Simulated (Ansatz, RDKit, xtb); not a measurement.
# C3H9NOSi2: ranking a sample of isomers

Which of a sample of isomers of C3H9NOSi2 is the most stable in the gas at 298.15 K, and what are its properties? The sample is small against all isomers, and the most stable one of this formula need not be in it.

The funnel: GFN2-xTB relaxations, single points with a density functional, relaxations at r2SCAN-D4/def2-SVP, harmonic vibrations (at GFN2-xTB), and a last energy at a higher level. All values are calculated.

**1. Drawing up candidates**

Isomers were taken from a list of plausible structures; this is a sample, not all of them. That gives 4 candidates.

```
label                  SMILES     spin
 c042     C=C[SiH2]N[SiH2]C=O  singlet
 c254  C=C[Si@@H](C=O)N[SiH3]  singlet
 c764   C=CN([SiH3])[SiH2]C=O  singlet
 c788   C=C[SiH2]N([SiH3])C=O  singlet
```

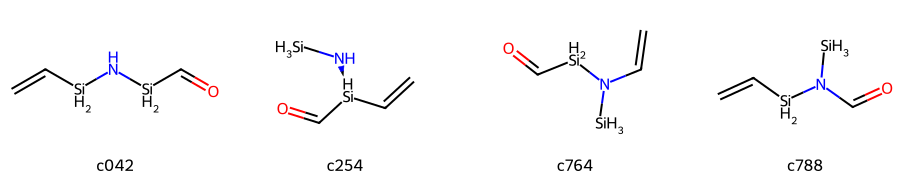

Structural formulas of the candidates.

Candidates are built by distance geometry, with a force field where one applies, in up to four conformers (letters a to d).

**2. Cheap relaxation of all starts**

All 13 starts are relaxed the same way. One of them, c764b (taken from a list of positional isomers, embedded by distance geometry and MMFF94), in full:

File start.xyz:

```xyz
16
c764b
C     -0.521879    -2.297966     1.682821
C      0.233475    -1.430664     1.048872
C      0.894949     0.739204    -2.303166
N     -0.074701    -0.206380     0.420536
O      0.243715     1.625997    -2.863194
Si    -1.597528     0.515630     0.141685
Si     1.096424     0.774821    -0.439047
H     -0.138935    -3.157205     2.095905
H     -1.605451    -2.184430     1.750715
H      1.285847    -1.595725     1.038895
H     -2.027419     0.224414    -1.239857
H     -1.544645     1.993355     0.361071
H     -2.586906    -0.015308     1.114953
H      2.428472     0.224677    -0.066610
H      1.018270     2.143384     0.141570
H      1.377105    -0.104861    -2.854749
```

On the command line:

```console
$ xtb start.xyz --gfn 2 --opt
```

Output (excerpt; [...] marks lines left out):

```text
* xtb version 6.7.1
[...]
          :  # basis functions                  49          :
[...]
          :  # electrons                        40          :
[...]
          :  Hamiltonian                  GFN2-xTB          :
[...]
          :  net charge                          0          :
          :  unpaired electrons                  0          :
[...]
   *** convergence criteria satisfied after 15 iterations ***
[...]
   *** GEOMETRY OPTIMIZATION CONVERGED AFTER 51 ITERATIONS ***
[...]
   *** convergence criteria satisfied after 3 iterations ***
[...]
         ::                     SUMMARY                     ::
         :::::::::::::::::::::::::::::::::::::::::::::::::::::
         :: total energy             -21.438628418849 Eh    ::
         :: gradient norm              0.000253269089 Eh/a0 ::
         :: HOMO-LUMO gap              2.309851535808 eV    ::
         ::.................................................::
         :: SCC energy               -21.697957315099 Eh    ::
         :: -> isotropic ES            0.056323114022 Eh    ::
         :: -> anisotropic ES          0.004161152569 Eh    ::
         :: -> anisotropic XC          0.005340566563 Eh    ::
         :: -> dispersion             -0.013288602278 Eh    ::
         :: repulsion energy           0.259328896251 Eh    ::
         :: add. restraining           0.000000000000 Eh    ::
         :: total charge              -0.000000000000 e     ::
         :::::::::::::::::::::::::::::::::::::::::::::::::::::
[...]
        20        2.0000           -0.3688229             -10.0362 (HOMO)
        21                         -0.2839374              -7.7263 (LUMO)
[...]
     #   Z          covCN         q      C6AA      α(0)
     1   6          2.838    -0.136    31.460     9.192
     2   6          2.961     0.026    27.412     8.588
     3   6          2.649     0.097    25.834     8.315
     4   7          2.552    -0.348    28.999     7.998
     5   8          0.859    -0.328    20.292     6.040
     6  14          3.752     0.505    96.853    18.836
     7  14          3.736     0.490    97.274    18.880
     8   1          0.926     0.039     2.458     2.452
     9   1          0.926     0.034     2.532     2.489
    10   1          0.925     0.008     2.928     2.676
    11   1          0.918    -0.081     4.936     3.475
    12   1          0.919    -0.109     5.908     3.801
    13   1          0.918    -0.080     4.922     3.470
    14   1          0.917    -0.072     4.662     3.377
[...]
     #   Z sym  total        # sym  WBO       # sym  WBO       # sym  WBO
 ---------------------------------------------------------------------------
     1   6      3.978 --     2      1.867     8      0.975     9      0.970
     2   6      3.972 --     1      1.867     4      1.154    10      0.971
     3   6      3.838 --     5      1.983    16      0.941     7      0.805
     4   7      3.420 --     2      1.154     7      1.032     6      0.940
     5   8      2.091 --     3      1.983
     6  14      3.655 --     4      0.940    13      0.891    11      0.890
                            12      0.884
     7  14      3.679 --     4      1.032    15      0.885    14      0.881
                             3      0.805
     8   1      0.998 --     1      0.975
     9   1      0.999 --     1      0.970
    10   1      1.000 --     2      0.971
    11   1      0.993 --     6      0.890
[...]
molecular dipole:
                 x           y           z       tot (Debye)
 q only:       -0.228      -0.593       0.555
   full:       -0.168      -0.742       0.487       2.295
molecular quadrupole (traceless):
[...]
          | TOTAL ENERGY              -21.438628418849 Eh   |
          | GRADIENT NORM               0.000253269089 Eh/α |
          | HOMO-LUMO GAP               2.309851535808 eV   |
           -------------------------------------------------
[...]
```

It took 0.32 s on 2 threads of Arm Neoverse V2, shared host.

**3. Distinct minima at GFN2-xTB**

13 of the 13 relaxations converged. 13 distinct structures remain:

```
label  start            SMILES after     spin  energy (kcal/mol)
c788a  drawn   C=C[SiH2]N([SiH3])C=O  singlet                0.0
c788b  drawn   C=C[SiH2]N([SiH3])C=O  singlet                0.6
c764b  drawn   C=CN([SiH3])[SiH2]C=O  singlet               23.4
c764c  drawn   C=CN([SiH3])[SiH2]C=O  singlet               24.0
c764a  drawn   C=CN([SiH3])[SiH2]C=O  singlet               25.4
c254b  drawn  C=C[Si@@H](C=O)N[SiH3]  singlet               36.1
c254a  drawn  C=C[Si@@H](C=O)N[SiH3]  singlet               37.9
c254c  drawn  C=C[Si@@H](C=O)N[SiH3]  singlet               37.9
c042b  drawn     C=C[SiH2]N[SiH2]C=O  singlet               37.9
c042a  drawn     C=C[SiH2]N[SiH2]C=O  singlet               38.0
c042c  drawn     C=C[SiH2]N[SiH2]C=O  singlet               38.2
c254d  drawn  C=C[Si@@H](C=O)N[SiH3]  singlet               38.6
c042d  drawn     C=C[SiH2]N[SiH2]C=O  singlet               38.7
```

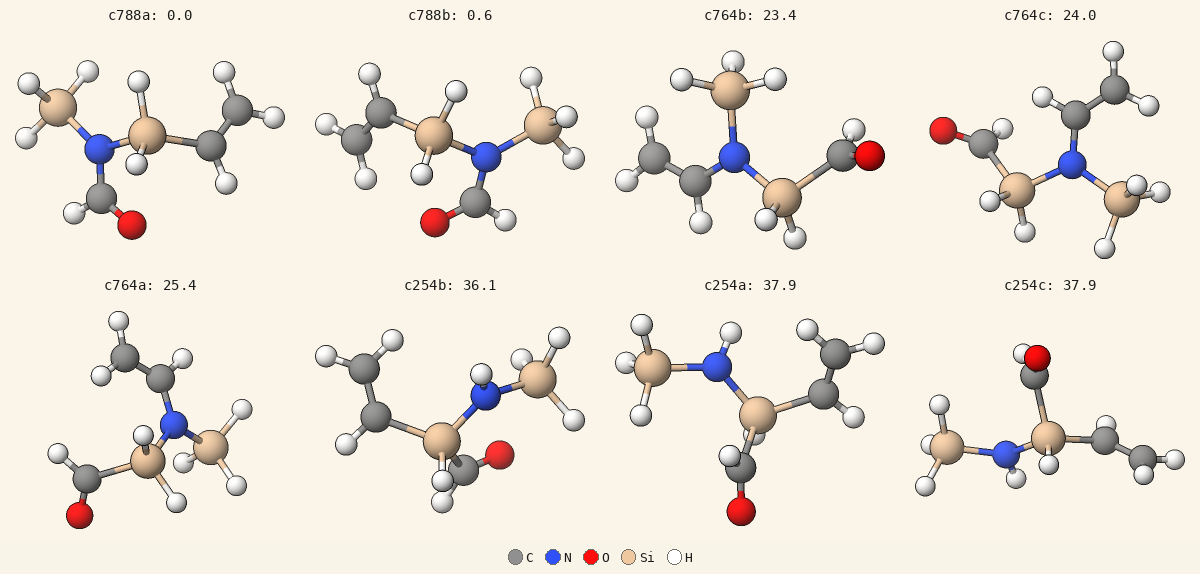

The 8 lowest minima that did not fall apart, with their GFN2-xTB energies in kcal/mol.

**4. Second filter: single points**

A choice of the minima (the low ones first, few conformers of a pattern, up to a cap) and the lowest that fell apart get a single point at r2SCAN-D4/def2-SVP on the tight-binding geometry, and one at HF/STO-3G for comparison. Some singlets are also tried as triplets at the same geometry (label ending in t). Within 40 kcal/mol but not screened, among others: c764a, c254c, c042c, c254d, c042d. The first, c788a:

File input.yaml:

```yaml
basis:
  gaussian:
    orbitals: def2-SVP
crystal:
  periodic: [false, false, false]
  atoms:
    - symbol: C
      position_ang: [0.552266, 0.965688, 2.820560]
    - symbol: C
      position_ang: [-0.471777, 1.035451, 1.983452]
    - symbol: C
      position_ang: [-0.669857, 0.924158, -1.314877]
    - symbol: N
      position_ang: [0.033060, 1.948114, -0.832172]
    - symbol: O
      position_ang: [-1.621285, 0.474229, -0.711398]
    - symbol: Si
      position_ang: [-0.716516, 2.412210, 0.728050]
    - symbol: Si
      position_ang: [1.429552, 2.643697, -1.607696]
    - symbol: H
      position_ang: [0.673793, 0.152293, 3.520399]
    - symbol: H
      position_ang: [1.317925, 1.724579, 2.848135]
    - symbol: H
      position_ang: [-1.210303, 0.244624, 1.999301]
    - symbol: H
      position_ang: [-2.094949, 2.804654, 0.471822]
    - symbol: H
      position_ang: [0.102192, 3.576670, 1.088856]
    - symbol: H
      position_ang: [2.573294, 2.450301, -0.717750]
    - symbol: H
      position_ang: [1.600824, 1.920543, -2.866207]
    - symbol: H
      position_ang: [1.141066, 4.058560, -1.833137]
    - symbol: H
      position_ang: [-0.343025, 0.517357, -2.283445]
hamiltonian:
  xc: r2scan
  dispersion: d4
scf:
  lower_state_search: "off"
output: {orbitals: {seedname: orbitals}}
```

On the command line:

```console
$ ansatz run input.yaml --threads 2 --pin off --max-ram 5220MiB --events-out events.jsonl --progress --plain --runs-dir runs
```

Output (excerpt; [...] marks lines left out):

```text
Warning: RAYON_NUM_THREADS=2 ignored (pool sized by the plan → 2); use --threads N
Functional definition: r2SCAN
  name "r2SCAN"
[...]
1703 factors; their error is unknown
[...]
mean field -22535.04994846 eV, -828.1478108003 hartree, gradient 3.4e-6 eV, S^2 0.000000; 0 other end points of the search recorded, 0 dependent functions left out
reference -22535.04996076 eV, -828.1478112525 hartree; 35, 35 occupied and 116, 116 virtual orbitals, 1703 factors
Total energy: -22535.16807148 eV, -828.1521517414 hartree
Checks for a lower state left out: stability, starts, cluster_reference, orbital_swaps, neighbouring_geometries, increment
```

Run time: 3.9 s. Hardware: 2 threads of Arm Neoverse V2, shared host; peak memory 0.2 GiB.

Relative energies in kcal/mol, each column from its lowest structure that stays in one piece:

```
 label                  SMILES     spin  GFN2-xTB  HF/STO-3G  r2SCAN-D4/def2-SVP
 c788a   C=C[SiH2]N([SiH3])C=O  singlet       0.0        0.0                 0.0
 c788b   C=C[SiH2]N([SiH3])C=O  singlet       0.6        0.5                 0.3
 c254b  C=C[Si@@H](C=O)N[SiH3]  singlet      36.1        9.8                15.5
 c254a  C=C[Si@@H](C=O)N[SiH3]  singlet      37.9        8.0                17.7
 c042a     C=C[SiH2]N[SiH2]C=O  singlet      38.0        8.5                19.1
 c042b     C=C[SiH2]N[SiH2]C=O  singlet      37.9        9.3                19.9
 c764b   C=CN([SiH3])[SiH2]C=O  singlet      23.4       12.9                27.3
 c764c   C=CN([SiH3])[SiH2]C=O  singlet      24.0       13.0                27.9
c254bt  C=C[Si@@H](C=O)N[SiH3]  triplet         –          –                72.3
c788at   C=C[SiH2]N([SiH3])C=O  triplet         –          –                94.0
```

Measured from c788a, GFN2-xTB misplaces c254b by 21 kcal/mol against r2SCAN-D4/def2-SVP, so minima dropped on its energies alone could hide the lowest isomer.

**5. Third filter: density-functional geometries**

3 candidates are relaxed at r2SCAN-D4/def2-SVP (chosen among the lowest in one piece, one conformer a pattern). The first, c788a:

Edit input.yaml of step 4 so:

```diff
@@ -1,4 +1 @@
-basis:
-  gaussian:
-    orbitals: def2-SVP
 crystal:
@@ -38,7 +35,11 @@
       position_ang: [-0.343025, 0.517357, -2.283445]
+basis:
+  gaussian:
+    orbitals: def2-SVP
 hamiltonian:
-  xc: r2scan
+  xc: {name: r2SCAN}
   dispersion: d4
 scf:
-  lower_state_search: "off"
-output: {orbitals: {seedname: orbitals}}
+  lower_state_search: off
+relax:
+  f_tol: 0.006
```

On the command line:

```console
$ ansatz run input.yaml --threads 2 --pin off --max-ram 5220MiB --events-out events.jsonl --progress --plain --runs-dir runs
```

Output (excerpt; [...] marks lines left out):

```text
Warning: RAYON_NUM_THREADS=2 ignored (pool sized by the plan → 2); use --threads N
[...]
[... 2 set-up lines as earlier in the session ...]
[...]
1703 factors; their error is unknown
[...]
mean field -22535.04994762 eV, -828.1478107695 hartree, gradient 6.3e-6 eV, S^2 0.000000; 0 other end points of the search recorded, 0 dependent functions left out
[...]
reference -22535.04995993 eV, -828.1478112218 hartree; 35, 35 occupied and 116, 116 virtual orbitals, 1703 factors
relax step   1: F+E_penalty+E_count = -22535.16805834 eV  Δ(F+E_penalty+E_count) = +0.000e0 eV  max|allowed force component| = 8.750e-1 eV/Å  Δτ_max = 0.0000 Å  (18 SCF iters, accepted)
[...]
relax step   4: F+E_penalty+E_count = -22535.36656348 eV  Δ(F+E_penalty+E_count) = -3.428e-2 eV  max|allowed force component| = 2.033e-1 eV/Å  Δτ_max = 0.0859 Å  (20 SCF iters, accepted)
[...]
Atom 7 at     0.547245     0.220963     3.751163 Å, force    -0.000492    -0.000125     0.002073 eV/Å
Atom 8 at     1.097266     1.909439     3.193752 Å, force     0.001327    -0.001222     0.000449 eV/Å
Atom 9 at    -1.026806     0.081431     1.866590 Å, force     0.001079    -0.001269     0.000110 eV/Å
Atom 10 at    -1.974926     2.872804     0.642585 Å, force    -0.000793     0.000165     0.000090 eV/Å
Atom 11 at     0.338699     3.469466     1.146275 Å, force     0.000604    -0.000614     0.000167 eV/Å
Atom 12 at     2.619599     2.473135    -0.864143 Å, force     0.000945     0.000153    -0.000550 eV/Å
Atom 13 at     1.545390     1.970936    -3.002748 Å, force     0.000296     0.000069     0.000109 eV/Å
Atom 14 at     1.150146     4.109844    -1.887491 Å, force    -0.000438    -0.000672     0.001085 eV/Å
Atom 15 at    -0.430801     0.571074    -2.463648 Å, force    -0.001312     0.000238    -0.000637 eV/Å
Dipole moment:     0.457973     0.188605    -0.014151 e Å
Checks for a lower state left out: stability, starts, cluster_reference, orbital_swaps, neighbouring_geometries, increment
```

It took 57 s on 2 threads of Arm Neoverse V2, shared host; peak memory 0.21 GiB.

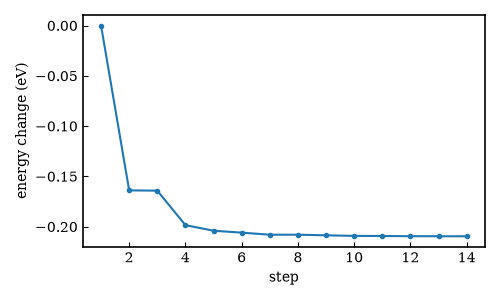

Energy along the run, all evaluated steps.

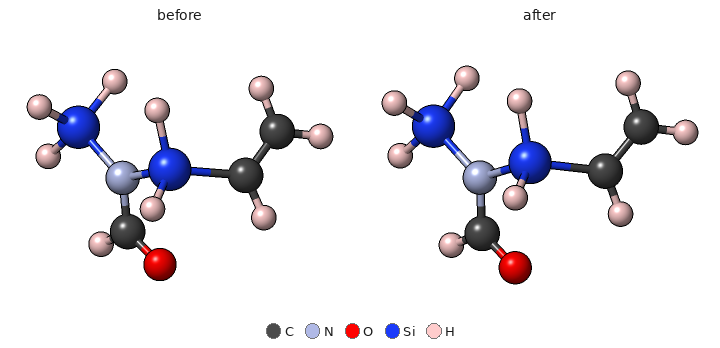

Before and after, at one scale.

After the run. Bond lengths: C1–C2 1.343 Å, C3–N4 1.376 Å, C3–O5 1.217 Å, C2–Si6 1.860 Å, N4–Si6 1.803 Å, N4–Si7 1.771 Å, C1–H8 1.097 Å, C1–H9 1.097 Å, C2–H10 1.098 Å, Si6–H11 1.488 Å, Si6–H12 1.496 Å, Si7–H13 1.491 Å, Si7–H14 1.491 Å, Si7–H15 1.491 Å, C3–H16 1.117 Å. Some angles: C1–C2–Si6 122.5°, C3–N4–Si6 112.2°, C3–N4–Si7 123.8°, Si6–N4–Si7 124.0°, N4–C3–O5 122.5°, C2–Si6–N4 112.6°, C1–C2–H10 119.1°, Si6–C2–H10 118.3°, C2–C1–H8 122.0°, C2–C1–H9 121.9°.

**6. The relaxed candidates**

```
label     spin  r2SCAN-D4/def2-SVP (kcal/mol)  r2SCAN-D4/def2-SVP, relaxed (kcal/mol)     time
c788a  singlet                            0.0                                     0.0     57 s
c254b  singlet                           15.5                                    16.6     86 s
c042a  singlet                           19.1                                    19.6  1.9 min
```

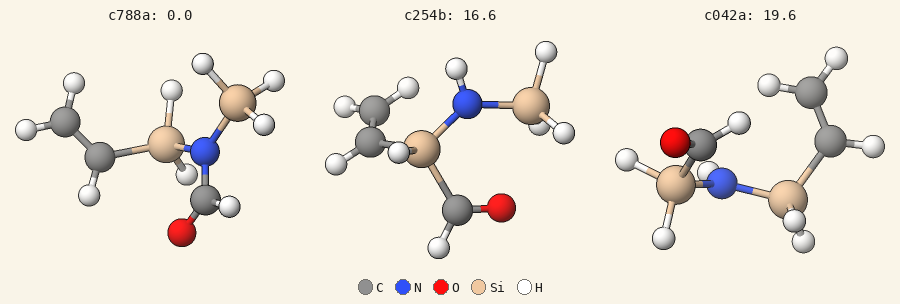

The relaxed structures, with energies at r2SCAN-D4/def2-SVP in kcal/mol.

**7. Harmonic analysis of the finalists**

The lowest few go on as finalists. In this search the thermal terms come from GFN2-xTB at its own nearest minimum. The first, c788a:

File start.xyz:

```xyz
16
c788a
C      0.452023     1.037868     3.025121
C     -0.403342     0.976415     1.991995
C     -0.745076     0.884447    -1.438238
N      0.000119     1.900630    -0.884792
O     -1.678709     0.364418    -0.855173
Si    -0.583917     2.357851     0.758969
Si     1.389351     2.652407    -1.686324
H      0.547245     0.220963     3.751163
H      1.097266     1.909439     3.193752
H     -1.026806     0.081431     1.866590
H     -1.974926     2.872804     0.642585
H      0.338699     3.469466     1.146275
H      2.619599     2.473135    -0.864143
H      1.545390     1.970936    -3.002748
H      1.150146     4.109844    -1.887491
H     -0.430801     0.571074    -2.463648
```

On the command line:

```console
$ xtb start.xyz --gfn 2 --ohess tight
```

Output (excerpt; [...] marks lines left out):

```text
* xtb version 6.7.1
[...]
          :  # basis functions                  49          :
[...]
          :  # electrons                        40          :
[...]
          :  Hamiltonian                  GFN2-xTB          :
[...]
          :  net charge                          0          :
          :  unpaired electrons                  0          :
[...]
   *** convergence criteria satisfied after 14 iterations ***
[...]
   *** GEOMETRY OPTIMIZATION CONVERGED AFTER 68 ITERATIONS ***
[...]
   *** convergence criteria satisfied after 3 iterations ***
[...]
         ::                     SUMMARY                     ::
         :::::::::::::::::::::::::::::::::::::::::::::::::::::
         :: total energy             -21.476472691539 Eh    ::
         :: gradient norm              0.000152364554 Eh/a0 ::
         :: HOMO-LUMO gap              4.390595374943 eV    ::
         ::.................................................::
         :: SCC energy               -21.744309431500 Eh    ::
         :: -> isotropic ES            0.065797616759 Eh    ::
         :: -> anisotropic ES          0.002851131794 Eh    ::
         :: -> anisotropic XC          0.002247402971 Eh    ::
         :: -> dispersion             -0.013034060855 Eh    ::
         :: repulsion energy           0.267836739961 Eh    ::
         :: add. restraining           0.000000000000 Eh    ::
         :: total charge               0.000000000000 e     ::
         :::::::::::::::::::::::::::::::::::::::::::::::::::::
[...]
        20        2.0000           -0.3994054             -10.8684 (HOMO)
        21                         -0.2380541              -6.4778 (LUMO)
[...]
molecular dipole:
                 x           y           z       tot (Debye)
 q only:        1.070       0.932       0.046
   full:        0.967       0.497      -0.252       2.836
molecular quadrupole (traceless):
[...]
          | TOTAL ENERGY              -21.476472691556 Eh   |
          | TOTAL ENTHALPY            -21.357631475907 Eh   |
          | TOTAL FREE ENERGY         -21.405377516139 Eh   |
          | GRADIENT NORM               0.000152225310 Eh/α |
[...]
```

Wall time 0.69 s (2 threads of Arm Neoverse V2, shared host).

**8. Thermal terms of the finalists**

As xtb prints them, at 298.15 K, with its own treatment of low modes:

```
label                  SMILES     spin  lowest mode (cm⁻¹)  zero-point (kcal/mol)  G − E (kcal/mol)
c788a   C=C[SiH2]N([SiH3])C=O  singlet                  19                   67.3              44.6
c254b  C=C[Si@@H](C=O)N[SiH3]  singlet                  37                   67.6              45.0
c042a     C=C[SiH2]N[SiH2]C=O  singlet                  15                   67.3              44.2
```

**9. Energies at the top level**

Single points at CCSD(T)/def2-SVP + MP2/def2-TZVPP - MP2/def2-SVP on the refined geometries decide the order.

c788a, CCSD(T)/def2-SVP:

File input.yaml:

```yaml
basis:
  gaussian:
    orbitals: def2-SVP
crystal:
  periodic: [false, false, false]
  atoms:
    - {symbol: C, position_ang: [0.452023, 1.037868, 3.025121]}
    - {symbol: C, position_ang: [-0.403342, 0.976415, 1.991995]}
    - {symbol: C, position_ang: [-0.745076, 0.884447, -1.438238]}
    - {symbol: "N", position_ang: [0.000119, 1.900630, -0.884792]}
    - {symbol: O, position_ang: [-1.678709, 0.364418, -0.855173]}
    - {symbol: Si, position_ang: [-0.583917, 2.357851, 0.758969]}
    - {symbol: Si, position_ang: [1.389351, 2.652407, -1.686324]}
    - {symbol: H, position_ang: [0.547245, 0.220963, 3.751163]}
    - {symbol: H, position_ang: [1.097266, 1.909439, 3.193752]}
    - {symbol: H, position_ang: [-1.026806, 0.081431, 1.866590]}
    - {symbol: H, position_ang: [-1.974926, 2.872804, 0.642585]}
    - {symbol: H, position_ang: [0.338699, 3.469466, 1.146275]}
    - {symbol: H, position_ang: [2.619599, 2.473135, -0.864143]}
    - {symbol: H, position_ang: [1.545390, 1.970936, -3.002748]}
    - {symbol: H, position_ang: [1.150146, 4.109844, -1.887491]}
    - {symbol: H, position_ang: [-0.430801, 0.571074, -2.463648]}
correlation:
  method: ccsd_t
  frozen_orbitals: {O: 1, Si: 5, C: 1, "N": 1, H: 0}
```

On the command line:

```console
$ ansatz run input.yaml --threads 2 --pin off --max-ram 5220MiB --events-out events.jsonl --progress --plain --runs-dir runs
```

Output (excerpt; [...] marks lines left out):

```text
Warning: RAYON_NUM_THREADS=2 ignored (pool sized by the plan → 2); use --threads N
Functional definition: HF
  name "HF"
[...]
1505 factors; integrals over basis functions are off by at most 1.2e-3 eV
[...]
mean field -22468.08543166 eV, -825.6869101984 hartree, gradient 2.9e-6 eV, S^2 0.000000; 0 other end points of the search recorded, 0 dependent functions left out; unrestricted orbitals would lower it
15 core orbitals not correlated: weight in the atoms' cores, before any rotation towards them, 1.000 or more for the frozen orbitals, at most 0.000 for the correlated occupied ones
reference -22468.08543166 eV, -825.6869101984 hartree; 20, 20 occupied and 116, 116 virtual orbitals, 1505 factors
second order -25.50730902 eV of doubles, -0.00000000 eV of singles
cycle   1  -26.38906254 eV  change   -8.8e-1 eV  update   1.4e-1
[...]
cycle   9  -27.45001016 eV  change   -1.6e-5 eV  update   3.9e-5
perturbative correction -0.94245356 eV, -0.0346345294 hartree
Total energy: -22496.47789538 eV, -826.7303139948 hartree
```

Run time: 51 s. Hardware: 2 threads of Arm Neoverse V2, shared host; peak memory 1.3 GiB.

(Part 1 of 2 ends here.)
